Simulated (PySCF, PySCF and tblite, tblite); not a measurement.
# C₄H₄FNO₂: telling isomers apart by computed NMR, part 1 of 3

Can the signals of one isomer of C₄H₄FNO₂ be assigned among several candidates?

Computed with tblite 0.8.0 (tight binding) and PySCF 2.14.0 (DFT, with response routines of our own); each step states its level. Atoms count from 0 throughout.

## 1. The molecule as given

12 atoms, charge 0, multiplicity 1; geometry from: MMFF94s geometry. This is the first candidate.

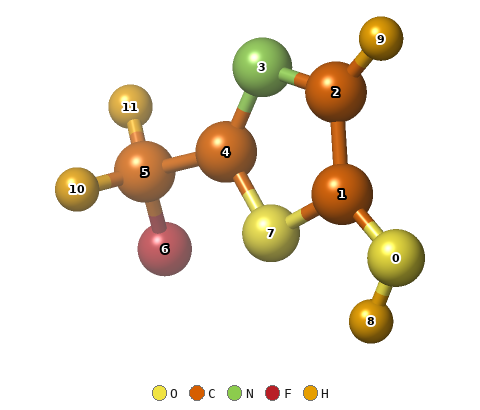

The starting geometry (oxygen yellow, carbon orange, nitrogen green, fluorine red, hydrogen amber), atoms numbered.

## 2. GFN2-xTB relaxation, isomer A, conformer 1

The job: settings as JSON, then the geometry in Å.

```
{"job": {"xc": "GFN2-xTB", "basis": "xTB", "kind": "relax"}, "charge": 0, "multiplicity": 1}
O     -2.605700     0.020200    -0.821300
C     -1.454300    -0.344700    -0.341600
C     -0.911200    -1.496800     0.207300
N      0.390700    -1.264800     0.540400
C      0.599900    -0.015500     0.208000
C      1.829900     0.797000     0.335500
F      2.043600     1.595200    -0.754800
O     -0.489400     0.620100    -0.333200
H     -2.462000     0.942600    -1.091900
H     -1.409800    -2.447200     0.361400
H      1.762900     1.444600     1.214100
H      2.706600     0.148500     0.450000
```

The run is started by

```console
> OMP_NUM_THREADS=1 python ens_run.py task.json out
```

The driver reads the study from task.json and runs its stages one after another.

The log of the run:

```text
step      E/eV     max force
  0    -717.93774    2.420
  1    -718.00798    1.478
  2    -718.03146    0.408
  3    -718.03836    0.361
  4    -718.04621    0.354
  5    -718.05631    0.297
  6    -718.06120    0.173
  7    -718.06520    0.189
  8    -718.06865    0.163
  9    -718.07199    0.158
 10    -718.07458    0.115
 11    -718.07666    0.117
 12    -718.07863    0.154
 13    -718.08055    0.130
 14    -718.08220    0.108
 15    -718.08357    0.104
 16    -718.08470    0.099
 17    -718.08554    0.087
 18    -718.08612    0.076
 19    -718.08657    0.066
 20    -718.08705    0.081
 21    -718.08755    0.088
 22    -718.08795    0.054
 23    -718.08820    0.047
 24    -718.08840    0.044
 25    -718.08859    0.046
 26    -718.08875    0.034
 27    -718.08875    0.034
 28    -718.08882    0.020
 29    -718.08889    0.018
 30    -718.08893    0.023
 31    -718.08904    0.027
 32    -718.08914    0.032
 33    -718.08932    0.036
 34    -718.08960    0.064
 35    -718.09005    0.087
 36    -718.09057    0.092
 37    -718.09105    0.085
 38    -718.09152    0.084
 39    -718.09202    0.072
 40    -718.09269    0.094
 41    -718.09335    0.086
 42    -718.09389    0.066
 43    -718.09439    0.072
 44    -718.09504    0.097
 45    -718.09564    0.106
 46    -718.09665    0.096
 47    -718.09739    0.075
 48    -718.09819    0.066
 49    -718.09846    0.064
 50    -718.09900    0.070
 51    -718.09922    0.054
 52    -718.09950    0.055
 53    -718.09992    0.047
 54    -718.10015    0.057
 55    -718.10058    0.044
 56    -718.10087    0.040
 57    -718.10110    0.037
 58    -718.10128    0.039
 59    -718.10144    0.049
 60    -718.10158    0.026
 61    -718.10168    0.022
 62    -718.10173    0.020
 63    -718.10176    0.013
 64    -718.10177    0.007
 65    -718.10178    0.005
 66    -718.10178    0.006
 67    -718.10178    0.005
 68    -718.10179    0.004
```

Run time: 0.87 s. Hardware: 1 thread of AMD EPYC, shared host.

Relaxing gained 0.164 eV and moved the atoms by 0.26 Å on average (rms).

## 3. Shieldings, isomer A, conformer 1: KT3/pcSseg-1 in dichloromethane

The job: settings as JSON, then the geometry in Å.

```
{"job": {"xc": "KT3", "basis": "pcSseg-1", "solvent": "dichloromethane", "kind": "nmr", "pop": true}, "charge": 0, "multiplicity": 1}
O     -2.688376    -0.014295    -0.708607
C     -1.450901    -0.309372    -0.310976
C     -0.876807    -1.483272     0.079770
N      0.429258    -1.230102     0.384708
C      0.607607     0.031662     0.183706
C      1.864017     0.799043     0.378208
F      2.372266     1.223428    -0.828619
O     -0.518977     0.666207    -0.243222
H     -2.739698     0.923460    -0.935287
H     -1.300782    -2.459799     0.157810
H      1.691361     1.701134     0.975750
H      2.612231     0.151220     0.840733
```

The log of the run:

```text
coarse grid: 11144 points
cycle   1  E = -465.9996266208  dE =  1.521e+00  |g| = 1.007e+00  |ddm| = 3.338e+00
cycle   2  E = -465.6351094092  dE =  3.645e-01  |g| = 1.736e+00  |ddm| = 1.803e+00
cycle   3  E = -466.1623913210  dE = -5.273e-01  |g| = 1.988e-01  |ddm| = 1.257e+00
cycle   4  E = -466.1694871783  dE = -7.096e-03  |g| = 1.092e-01  |ddm| = 2.366e-01
cycle   5  E = -466.1719199155  dE = -2.433e-03  |g| = 3.246e-02  |ddm| = 9.600e-02
cycle   6  E = -466.1721364317  dE = -2.165e-04  |g| = 1.010e-02  |ddm| = 2.986e-02
cycle   7  E = -466.1721549757  dE = -1.854e-05  |g| = 4.907e-03  |ddm| = 1.143e-02
cycle   8  E = -466.1721607953  dE = -5.820e-06  |g| = 5.988e-04  |ddm| = 4.383e-03
final grid: 111336 points
cycle   9  E = -466.2716282109  dE = -2.453e-04  |g| = 2.798e-02  |ddm| = 6.735e-02
cycle  10  E = -466.2713529341  dE =  2.753e-04  |g| = 4.928e-02  |ddm| = 4.747e-02
cycle  11  E = -466.2717404057  dE = -3.875e-04  |g| = 5.376e-03  |ddm| = 3.261e-02
cycle  12  E = -466.2717468265  dE = -6.421e-06  |g| = 1.353e-03  |ddm| = 4.842e-03
cycle  13  E = -466.2717471458  dE = -3.192e-07  |g| = 4.094e-04  |ddm| = 1.061e-03
cycle  14  E = -466.2717471816  dE = -3.581e-08  |g| = 1.324e-04  |ddm| = 3.741e-04
cycle  15  E = -466.2717471851  dE = -3.551e-09  |g| = 4.204e-05  |ddm| = 1.338e-04
cycle  16  E = -466.2717471855  dE = -3.864e-10  |g| = 1.096e-05  |ddm| = 4.274e-05
converged SCF energy = -466.2717471855

GIAO shielding tensors (ppm)
atom      isotropic    diamagn.    paramagn.     s11        s22        s33       span
  0 O      226.324     387.105    -160.780    164.885    251.299    262.790     97.905
  1 C       27.270     257.209    -229.939    -29.534     39.689     71.654    101.187
  2 C       89.586     252.634    -163.048     48.774     85.404    134.581     85.807
  3 N      -19.997     332.177    -352.173   -193.835    -74.395    208.240    402.074
  4 C       42.814     259.257    -216.443    -19.345     65.432     82.355    101.700
  5 C      105.280     238.535    -133.255     80.416     84.604    150.818     70.402
  6 F      396.877     471.894     -75.017    360.248    387.702    442.681     82.433
  7 O       26.221     405.659    -379.438    -61.671    -28.279    168.614    230.285
  8 H       25.731      31.276      -5.545     17.705     23.891     35.598     17.893
  9 H       25.446      31.319      -5.873     22.454     26.162     27.722      5.268
 10 H       25.867      26.957      -1.090     22.721     25.894     28.984      6.263
 11 H       26.073      26.561      -0.488     22.053     26.346     29.820      7.767
```

Run time: 34 s. Hardware: 1 thread of AMD EPYC, shared host.

This run: HOMO -5.52 eV, LUMO -1.22 eV; dipole 3.29 D.

## 4. Single-point energy, isomer A, conformer 1: B3LYP/def2-SVP in dichloromethane

Changed since step 3:

```diff
@@ -1,2 +1,2 @@
-{"job": {"xc": "KT3", "basis": "pcSseg-1", "solvent": "dichloromethane", "kind": "nmr", "pop": true}, "charge": 0, "multiplicity": 1}
+{"job": {"xc": "B3LYP", "basis": "def2-SVP", "solvent": "dichloromethane", "kind": "sp"}, "charge": 0, "multiplicity": 1}
 O     -2.688376    -0.014295    -0.708607
```

The log of the run:

```text
coarse grid: 11144 points
cycle   1  E = -459.2832407811  dE =  1.584e+00  |g| = 8.779e-01  |ddm| = 4.029e+00
cycle   2  E = -459.1163894655  dE =  1.669e-01  |g| = 1.300e+00  |ddm| = 1.631e+00
cycle   3  E = -459.4204002367  dE = -3.040e-01  |g| = 1.040e-01  |ddm| = 1.006e+00
cycle   4  E = -459.4219431240  dE = -1.543e-03  |g| = 6.651e-02  |ddm| = 1.346e-01
cycle   5  E = -459.4228277940  dE = -8.847e-04  |g| = 1.342e-02  |ddm| = 5.795e-02
cycle   6  E = -459.4228616854  dE = -3.389e-05  |g| = 5.179e-03  |ddm| = 1.479e-02
cycle   7  E = -459.4228674358  dE = -5.750e-06  |g| = 1.609e-03  |ddm| = 5.692e-03
final grid: 111336 points
cycle   8  E = -459.5058003700  dE = -3.106e-05  |g| = 6.885e-03  |ddm| = 2.607e-02
cycle   9  E = -459.5057820407  dE =  1.833e-05  |g| = 1.169e-02  |ddm| = 1.476e-02
cycle  10  E = -459.5058101277  dE = -2.809e-05  |g| = 1.094e-03  |ddm| = 9.544e-03
cycle  11  E = -459.5058103706  dE = -2.429e-07  |g| = 3.052e-04  |ddm| = 1.042e-03
cycle  12  E = -459.5058103865  dE = -1.583e-08  |g| = 9.571e-05  |ddm| = 2.993e-04
cycle  13  E = -459.5058103883  dE = -1.847e-09  |g| = 2.908e-05  |ddm| = 1.014e-04
cycle  14  E = -459.5058103885  dE = -1.752e-10  |g| = 6.886e-06  |ddm| = 3.060e-05
converged SCF energy = -459.5058103885
```

Wall time 13 s (1 thread of AMD EPYC, shared host).

This run: HOMO -6.26 eV, LUMO -0.31 eV; dipole 3.25 D.

## 5. The ensemble, isomer A: properties at KT3/pcSseg-1 in dichloromethane

The job: settings as JSON, then the geometry in Å.

```
{"job": {"study": "conf", "smiles": "Oc1cnc(CF)o1", "search": {"seed": 334, "n_embed": 90, "ff_keep": 18, "window": 2.5, "nmax": 6, "temps": [250, 298.15, 350], "t_ref": 298.15, "order": 0.002}, "level": {"nmr": {"xc": "KT3", "basis": "pcSseg-1", "solvent": "dichloromethane"}, "sp": {"xc": "B3LYP", "basis": "def2-SVP", "solvent": "dichloromethane"}}, "kind": "conf"}, "charge": 0, "multiplicity": 1}
O     -2.688376    -0.014295    -0.708607
C     -1.450901    -0.309372    -0.310976
C     -0.876807    -1.483272     0.079770
N      0.429258    -1.230102     0.384708
C      0.607607     0.031662     0.183706
C      1.864017     0.799043     0.378208
F      2.372266     1.223428    -0.828619
O     -0.518977     0.666207    -0.243222
H     -2.739698     0.923460    -0.935287
H     -1.300782    -2.459799     0.157810
H      1.691361     1.701134     0.975750
H      2.612231     0.151220     0.840733
```

The log of the run:

```text
conformer  sym    E(xTB)   E(DFT)   G(298.15 K)  weight  dipole/D
    1     C1      0.000    0.000    0.000   1.0000    3.250

mean shielding (ppm) by class
class atoms           250 K   298.15 K      350 K
  0 O  0            226.325    226.325    226.325
  1 C  1              27.27      27.27      27.27
  2 C  2             89.586     89.586     89.586
  3 N  3            -19.997    -19.997    -19.997
  4 C  4             42.814     42.814     42.814
  5 C  5             105.28     105.28     105.28
  6 F  6            396.877    396.877    396.877
  7 O  7             26.221     26.221     26.221
  8 H  8             25.732     25.732     25.732
  9 H  9             25.446     25.446     25.446
 10 H  10,11          25.97      25.97      25.97
```

It took 51 s on 1 thread of AMD EPYC, shared host. This counts the runs that the step sums up.

The search (ETKDG, MMFF94s, GFN2-xTB) embedded 90 structures, kept 2 distinct ones after the force field and 2 after xTB; 1 was carried on (window 2.5 kcal/mol at the search's own energies). Energies: B3LYP/def2-SVP in dichloromethane with D3(BJ).

Conformer by conformer (298 K):

| no. | group | mirror pair | ΔE xTB | ΔE DFT | ΔG | weight (%) | μ (D) | H8–O0–C1–O7 (°) | O7–C4–C5–F6 (°) | A, B, C (GHz) |
| --- | --- | --- | --- | --- | --- | --- | --- | --- | --- | --- |
| 1 | C1 | yes | 0.00 | 0.00 | 0.00 | 100.0 | 3.25 | 2 | -69 | 5.11, 1.36, 1.14 |

Energies in kcal/mol. ΔG holds xTB vibrations and rotation, symmetry numbers and mirror pairs.

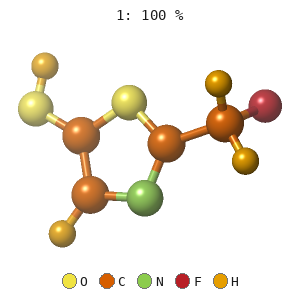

The one conformer.

Shifts against references run at the same level (¹³C TMS 185.4, ¹H TMS 31.74 ppm of shielding), by class of atoms, at 298 K:

| atoms | environment | average |
| --- | --- | --- |
| C1 | aromatic carbon bearing oxygen | 158.2 |
| C4 | substituted aromatic carbon next to the ring oxygen | 142.6 |
| C2 | aromatic CH next to a ring nitrogen | 95.8 |
| C5 | sp3 CH2 bonded to F, on an aromatic ring | 80.1 |
| H9 | hydrogen on an aromatic CH next to a ring nitrogen | 6.30 |
| H8 | hydrogen on a phenol-type oxygen | 6.01 |
| H10, H11 | hydrogen on an sp3 CH2 bonded to F, on an aromatic ring | 5.77 |
| O7 | aromatic ring oxygen | 26.2 (σ) |
| O0 | phenol-type oxygen | 226.3 (σ) |
| N3 | pyridine-type nitrogen of an azole | -20.0 (σ) |
| F6 | fluorine on an sp3 carbon | 396.9 (σ) |

Effective distances for nuclear Overhauser effects, ⟨r⁻⁶⟩^(−1/6) over all pairs of two classes (Å): H8···H9 3.84.

## 6. GFN2-xTB relaxation, isomer B, conformer 1

The job: settings as JSON, then the geometry in Å.

```
{"job": {"xc": "GFN2-xTB", "basis": "xTB", "kind": "relax"}, "charge": 0, "multiplicity": 1}
O     -0.264300     2.106700     0.078400
C      0.249200     0.911800    -0.042000
O      1.605900     0.890100    -0.232200
C      1.886100    -0.427600    -0.336300
N      0.856000    -1.246200    -0.203000
C     -0.214000    -0.386800    -0.008000
C     -1.590100    -0.868200     0.186900
F     -1.946700    -0.801600     1.507500
H      0.497500     2.704300     0.018600
H      2.919700    -0.694900    -0.485700
H     -2.306200    -0.271800    -0.383800
H     -1.692000    -1.916400    -0.126300
```

The log of the run:

```text
step      E/eV     max force
  0    -717.95061    2.716
  1    -718.04260    1.343
  2    -718.06485    0.423
  3    -718.07139    0.384
  4    -718.08886    0.370
  5    -718.09716    0.332
  6    -718.10363    0.196
  7    -718.10862    0.155
  8    -718.11256    0.162
  9    -718.11477    0.127
 10    -718.11608    0.101
 11    -718.11708    0.086
 12    -718.11771    0.057
 13    -718.11794    0.040
 14    -718.11794    0.040
 15    -718.11802    0.034
 16    -718.11822    0.029
 17    -718.11829    0.025
 18    -718.11837    0.022
 19    -718.11845    0.028
 20    -718.11856    0.034
 21    -718.11868    0.034
 22    -718.11879    0.029
 23    -718.11888    0.023
 24    -718.11897    0.023
 25    -718.11905    0.022
 26    -718.11910    0.017
 27    -718.11913    0.014
 28    -718.11916    0.012
 29    -718.11917    0.007
 30    -718.11917    0.004
 31    -718.11917    0.004
 32    -718.11918    0.005
 33    -718.11918    0.006
 34    -718.11919    0.006
 35    -718.11919    0.007
 36    -718.11919    0.008
 37    -718.11920    0.009
 38    -718.11921    0.010
 39    -718.11922    0.008
 40    -718.11923    0.006
 41    -718.11923    0.007
 42    -718.11924    0.012
 43    -718.11925    0.016
 44    -718.11927    0.015
 45    -718.11929    0.013
 46    -718.11930    0.013
 47    -718.11932    0.011
 48    -718.11934    0.015
 49    -718.11936    0.013
 50    -718.11937    0.010
 51    -718.11938    0.008
 52    -718.11939    0.008
 53    -718.11940    0.010
 54    -718.11941    0.008
 55    -718.11942    0.008
 56    -718.11943    0.009
 57    -718.11944    0.010
 58    -718.11945    0.009
 59    -718.11946    0.011
 60    -718.11948    0.010
 61    -718.11949    0.010
 62    -718.11950    0.007
 63    -718.11951    0.005
 64    -718.11951    0.003
```

Run time: 0.72 s. Hardware: 1 thread of AMD EPYC, shared host.

The energy fell by 0.169 eV, and the atoms moved 0.08 Å (root mean square).

GFN2-xTB relaxation, isomer B, conformer 2:

The job: settings as JSON, then the geometry in Å.

```
{"job": {"xc": "GFN2-xTB", "basis": "xTB", "kind": "relax"}, "charge": 0, "multiplicity": 1}
O     -0.034200     2.155300     0.023900
C      0.435400     0.938300    -0.091100
O      1.779600     0.850300    -0.342600
C      2.002200    -0.478700    -0.412000
N      0.949400    -1.252600    -0.193600
C     -0.072700    -0.343000     0.006100
C     -1.455800    -0.759000     0.277000
F     -2.253400     0.335700     0.453600
H     -0.989700     2.053900     0.214000
H      3.016000    -0.790800    -0.603400
H     -1.860700    -1.347000    -0.554300
H     -1.514800    -1.363100     1.196400
```

The log of the run:

```text
step      E/eV     max force
  0    -718.00114    2.524
  1    -718.09637    1.277
  2    -718.12054    0.314
  3    -718.12444    0.206
  4    -718.12993    0.163
  5    -718.13172    0.109
  6    -718.13261    0.071
  7    -718.13308    0.061
  8    -718.13330    0.035
  9    -718.13330    0.035
 10    -718.13336    0.027
 11    -718.13342    0.021
 12    -718.13348    0.023
 13    -718.13351    0.020
 14    -718.13353    0.010
 15    -718.13354    0.013
 16    -718.13356    0.010
 17    -718.13356    0.008
 18    -718.13357    0.006
 19    -718.13357    0.005
 20    -718.13357    0.004
 21    -718.13357    0.004
 22    -718.13358    0.004
```

Run time: 0.26 s. Hardware: 1 thread of AMD EPYC, shared host.

The energy fell by 0.132 eV, and the atoms moved 0.03 Å (root mean square).

(Continued in part 2 of 3.)
